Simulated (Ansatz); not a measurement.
# Calculations on C2H8AlN

**1. Relaxation**

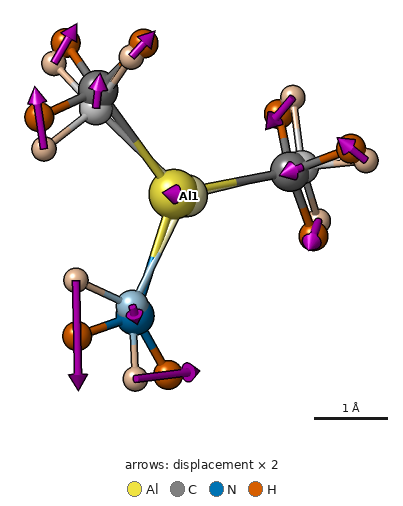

A relaxation of C2H8AlN. The starting structure is drawn faded, the final one solid; purple arrows show the displacements, 2 times their true length. The two geometries are superimposed by the best rigid fit.

Style: ball-and-stick. Shown at a tilt.

The run prepares an end point of a later path (reaction) calculation, from a guessed geometry.

The calculation used UKS B3LYP-D4/6-31G* (Ansatz 0.2.0).

Input
```yaml
crystal:
  periodic: [false, false, false]
  atoms:
    - { symbol: Al, position_ang: [-0.064635, -0.186005, -0.145824] }
    - { symbol: C, position_ang: [0.407085, 1.010363, 1.340504] }
    - { symbol: "N", position_ang: [-0.019757, -1.716657, 0.736851] }
    - { symbol: H, position_ang: [0.22659, -1.362887, 1.660712] }
    - { symbol: C, position_ang: [-0.436008, 0.21773, -2.028044] }
    - { symbol: H, position_ang: [-0.405452, 1.695025, 1.621804] }
    - { symbol: H, position_ang: [1.271703, 1.656536, 1.130213] }
    - { symbol: H, position_ang: [0.659501, 0.435902, 2.237334] }
    - { symbol: H, position_ang: [-0.126795, -2.718697, 0.688429] }
    - { symbol: H, position_ang: [-0.882255, 1.217838, -2.107233] }
    - { symbol: H, position_ang: [-1.118685, -0.486732, -2.515218] }
    - { symbol: H, position_ang: [0.488809, 0.237384, -2.619628] }
magnetization:
  spin_polarized: true
basis:
  gaussian: { orbitals: "6-31G*" }
hamiltonian:
  xc: b3lyp
  dispersion: d4
relax:
  f_tol: 0.03
  max_steps: 50
```

Command:
```bash
ansatz run input.yaml --threads 2 --pin off --max-ram 3072MiB --backend cpu --events-out ev --progress --plain --runs-dir out
```

What did the optimiser do to the structure, and how much energy did it gain?

Answer. H4 moves most after the best rigid fit: 0.78 Å. By element the largest moves are H 0.78 Å, C 0.26 Å, Al 0.22 Å, N 0.17 Å. Among the contacts that change: Al1–N3 1.767 → 1.787 Å, N3–H4 1.019 → 1.013 Å, Al1–C5 1.961 → 1.967 Å. Bond angles that change, for instance: Al1–N3–H4 99.1° → 125.1°, Al1–N3–H9 146.5° → 125.0°, C2–Al1–N3 98.2° → 118.3°. The energy falls by 40.4 kJ/mol in 9 accepted moves (12 points after the start). The largest force component goes from 1 to 0.015 eV/Å. The line search rejected the trial steps at points 7, 9, 11 of the run. The forces were under the threshold at step 6, but the run went on from there. Cost: 78 s on 2 threads of AMD EPYC 7571 (shared host), peak memory 0.24 GiB.

**2. Relaxation**

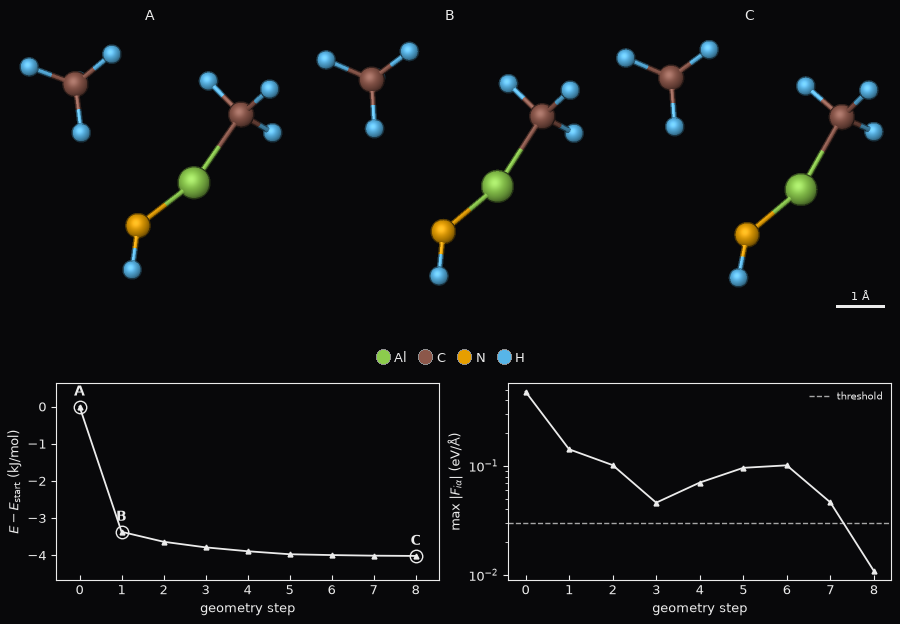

Frames of a relaxation of C2H8AlN, marked on the history of the run. The picture is a ball-and-stick view, seen at a tilt.

The run prepares an end point of a later path (reaction) calculation, from a guessed geometry.

Computed with Ansatz 0.2.0, UKS B3LYP-D4/6-31G*.

Input file:
```yaml
crystal:
  periodic: [false, false, false]
  atoms:
    - { symbol: Al, position_ang: [-0.266494, -1.260288, -0.747352] }
    - { symbol: C, position_ang: [0.419644, 0.940748, 1.574662] }
    - { symbol: "N", position_ang: [-0.052616, -2.212158, 0.600296] }
    - { symbol: H, position_ang: [0.333741, -0.140768, 1.584752] }
    - { symbol: C, position_ang: [-0.405819, 0.253386, -1.972005] }
    - { symbol: H, position_ang: [-0.553173, 1.397369, 1.363921] }
    - { symbol: H, position_ang: [1.144836, 1.261828, 0.818769] }
    - { symbol: H, position_ang: [0.763377, 1.286687, 2.554153] }
    - { symbol: H, position_ang: [-0.08406, -3.190708, 0.851619] }
    - { symbol: H, position_ang: [-0.625041, 1.167016, -1.410181] }
    - { symbol: H, position_ang: [-1.20676, 0.096205, -2.701624] }
    - { symbol: H, position_ang: [0.532463, 0.400483, -2.517111] }
magnetization:
  spin_polarized: true
basis:
  gaussian: { orbitals: "6-31G*" }
hamiltonian:
  xc: b3lyp
  dispersion: d4
relax:
  f_tol: 0.03
  max_steps: 50
```

Command:
```bash
ansatz run input.yaml --threads 2 --pin off --max-ram 3072MiB --backend cpu --events-out ev --progress --plain --runs-dir out
```

Q: Describe the path.

A: The energy falls by 4.02 kJ/mol in 8 geometry steps. Largest force component: 0.48 eV/Å at the start, 0.011 eV/Å at the end. The atom that moves furthest after the best rigid fit is N3 (0.27 Å). By element the largest moves are N 0.27 Å, H 0.22 Å, Al 0.21 Å, C 0.17 Å. Near-neighbour distances that change, for instance: C2–H4 1.085 → 1.094 Å, Al1–N3 1.664 → 1.655 Å. Among the angles between lasting bonds that change: Al1–N3–H9 138.7° → 144.6°, N3–Al1–C5 163.9° → 161.3°. From step 0 to 1: H9 moves most (0.20 Å), energy −3.37 kJ/mol. From step 1 to 8: Al and N atoms move most (0.11 Å), energy −0.65 kJ/mol.

Limits of the set-up: the start holds two separate molecules, 2.3 Å apart at their closest, whose relative position is a soft coordinate.

**3. Path**

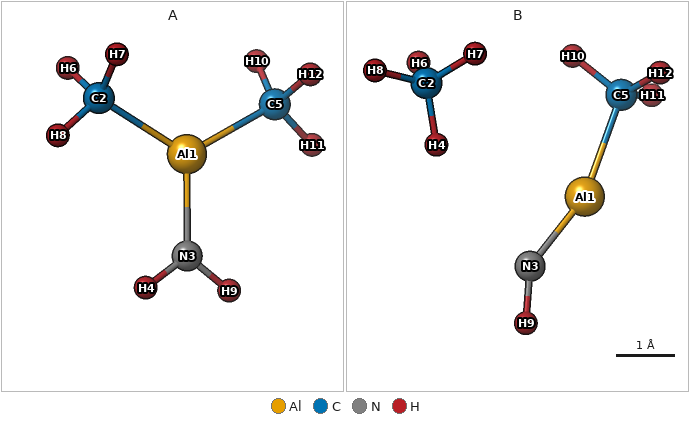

The two relaxed end points of a path for C2H8AlN. The picture is a ball-and-stick view, seen from a free direction.

Theory: UKS B3LYP-D4/6-31G* (Ansatz).

Run with 9 movable images; climbing image; force threshold 0.05 eV/Å; iteration limit 20.

Start:
```xyz
12

Al   -0.0113   -0.1659    0.0620
C     0.4739    1.2597    1.3268
N    -0.0961   -1.8443    0.6704
H     0.1035   -2.1290    1.6217
C    -0.4046    0.1536   -1.8382
H    -0.3515    1.9724    1.4581
H     1.3313    1.8431    0.9655
H     0.7339    0.8767    2.3210
H    -0.3422   -2.6527    0.1120
H    -1.0915    0.9998   -1.9735
H    -0.8545   -0.7174   -2.3308
H     0.5092    0.4038   -2.3953
```

End:
```xyz
12

Al   -0.3262   -1.3974   -0.9012
C     0.4578    1.0573    1.6669
N    -0.1664   -2.4129    0.3955
H     0.3574   -0.0311    1.7106
C    -0.3929    0.2280   -1.9795
H    -0.5144    1.5115    1.4517
H     1.1725    1.3353    0.8858
H     0.8204    1.4297    2.6290
H    -0.1933   -3.3759    0.6930
H    -0.5954    1.0853   -1.3292
H    -1.1815    0.1725   -2.7361
H     0.5622    0.3974   -2.4865
```

**What barrier does the band find between them, and by what path?**

Forward barrier 3.19 eV, backward barrier 0.80 eV, with image 6 at the top; the reaction energy is +2.39 eV. Breaking: Al1–C2 (1.97 → 2.21 at the top → 3.64 Å), N3–H4 (1.01 → 1.48 at the top → 2.77 Å). Forming: C2–H4 (3.42 → 1.33 at the top → 1.09 Å). The band converged in 15 iterations. The largest component of the band force went from 9 to 0.029 eV/Å. The climbing image converged on the top of the path. Its vibrational analysis gives one imaginary mode (1415i cm⁻¹), as a transition state must have.

Energies of the converged images:

```csv
image,path (Å),E (eV)
0,0.00,0.000
1,0.45,0.029
2,0.90,0.127
3,1.35,0.333
4,1.80,0.812
5,2.26,2.025
6,2.71,3.194
7,3.25,2.726
8,3.80,2.487
9,4.34,2.404
10,4.89,2.395
```

The geometry at the top of the path:

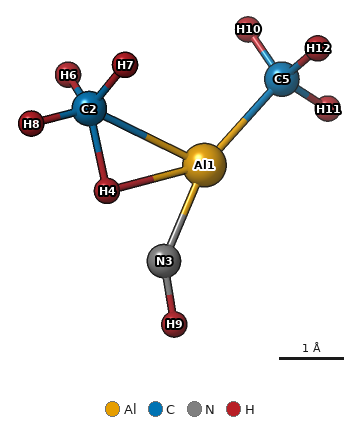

The run took 13 min on 2 threads of AMD EPYC 7571 (shared host), peak memory 0.24 GiB.
